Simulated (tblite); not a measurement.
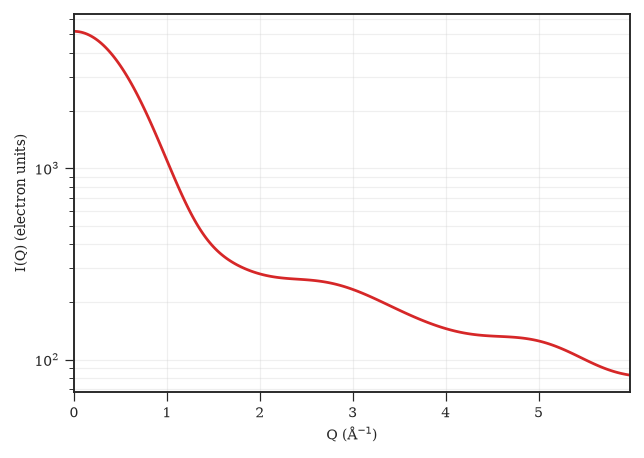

Elastic X-ray scattering of a randomly oriented, rigid molecule, calculated with the Debye equation from neutral-atom form factors (independent atoms, no Compton part, no vibration). The geometry is the end point of an optimisation (GFN2-xTB geometry optimisation, gas phase in tblite); it may be a saddle point or a higher isomer. It contains B, P, C, F, H.

How many electrons does the independent-atom model of the molecule hold?

Answer. I(0) is the square of the electron number: I(0) = 5180, so about 72 electrons, the count of C3H7BF3P.

What radius of gyration does the initial fall-off give?

Answer. From I(Q) ≈ I(0) exp(−Q²R²/3) at small Q, R ≈ 2.24 Å. It is larger than the electron-weighted radius of the nuclear positions alone (2.12 Å), because each atom's electron cloud adds to it.
